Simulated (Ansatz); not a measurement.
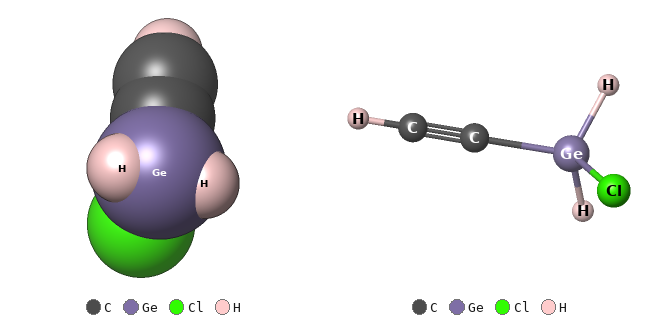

Two views of one molecule.

What is the molecular formula?

Answer. C2H3ClGe, 7 atoms: 2 carbon, 3 hydrogen, 1 chlorine and 1 germanium.

How many bonds of each kind are drawn?

Answer. 2 Ge–H, 1 C–C, 1 C–Ge, 1 Cl–Ge, 1 C–H.

The parts below concern this one geometry. Atoms keep their numbers from picture to picture. The geometry was computed by an optimisation with PBE0-D4/def2-TZVP.

Geometry

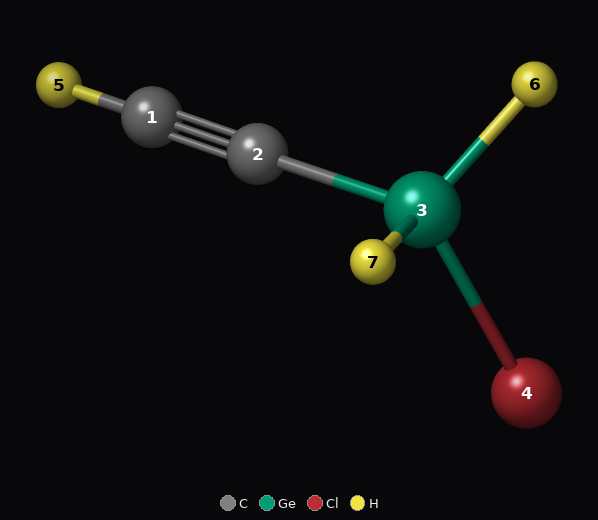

Describe the coordination of atom 3.

Answer. Ge3 has 4 neighbours (C2 at 1.89, Cl4 at 2.15, H6 at 1.53, H7 at 1.53 Å); the arrangement is tetrahedral.

How are the neighbours of atom 2 arranged?

Answer. C2 has 2 neighbours (C1 at 1.20, Ge3 at 1.89 Å); the arrangement is linear.

Describe the coordination of atom 1.

Answer. C1 has 2 neighbours (C2 at 1.20, H5 at 1.07 Å); the arrangement is linear.

Electronic properties

Level of theory: RKS ωB97X-V/def2-TZVPP (Ansatz 0.2.0).

What is the HOMO–LUMO gap?

Answer. 12.21 eV.

Estimate the HOMO energy (Kohn–Sham orbital).

Answer. −10.89 eV.

Vibrations

Harmonic vibrations computed with RKS PBE0-D4/def2-TZVP (Ansatz 0.2.0) at a stationary point of the same level.

How many vibrational modes are there, and where do they lie?

Answer. 15 modes: 104, 214, 303, 428, 529, 536, 672, 729, 740, 778, 864, 2168, 2194, 2197, 3465 cm⁻¹.

Charges

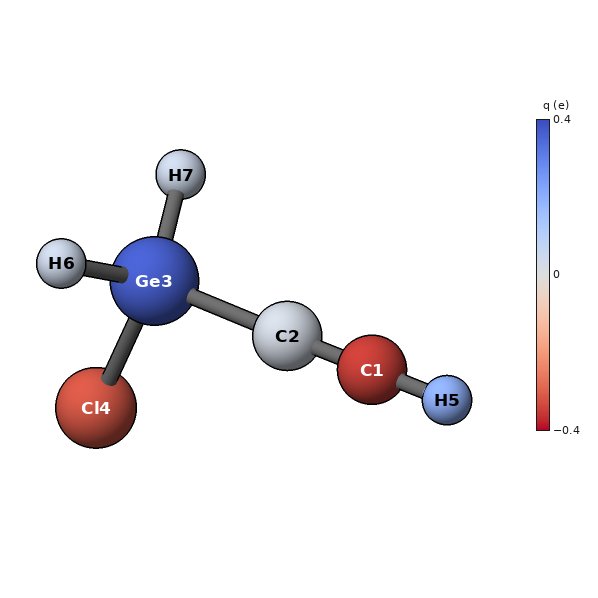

Atoms are coloured by their Mulliken charges. Level of theory: RKS PBE0-D4/def2-TZVP (Ansatz 0.2.0).

Which atom carries the highest charge (most positive or least negative)?

Answer. Ge3 (0.36 e).

And the lowest?

Answer. C1 (−0.34 e).

Give the Mulliken charges atom by atom.

```tsv
atom	value (e)
C1	−0.34
C2	0.02
Ge3	0.36
Cl4	−0.31
H5	0.19
H6	0.04
H7	0.04
```

Thermal motion

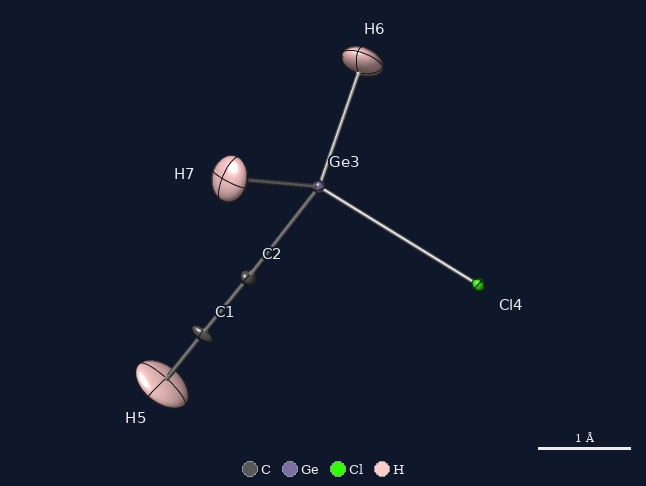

Displacement ellipsoids at the 50 % level, from the internal vibrations of the free molecule (harmonic, no overall translation or rotation; no half-axis is drawn under 0.075 Å). Vibrations computed with RKS PBE0-D4/def2-TZVP (Ansatz 0.2.0). Temperature: 100 K.

List U_eq and the three principal root-mean-square amplitudes for each kind of atom.

```
  atom  U_eq (Å²)   rms amplitudes (Å)
    C1     0.0037  0.037, 0.039, 0.091
    C2     0.0032  0.039, 0.061, 0.066
   Ge3    0.00033  0.006, 0.014, 0.027
   Cl4     0.0011  0.005, 0.027, 0.051
    H5     0.0275  0.079, 0.170, 0.218
H6, H7     0.0198  0.088, 0.153, 0.168
```

Mulliken values depend strongly on the basis set and can even reverse the polarity of a bond.
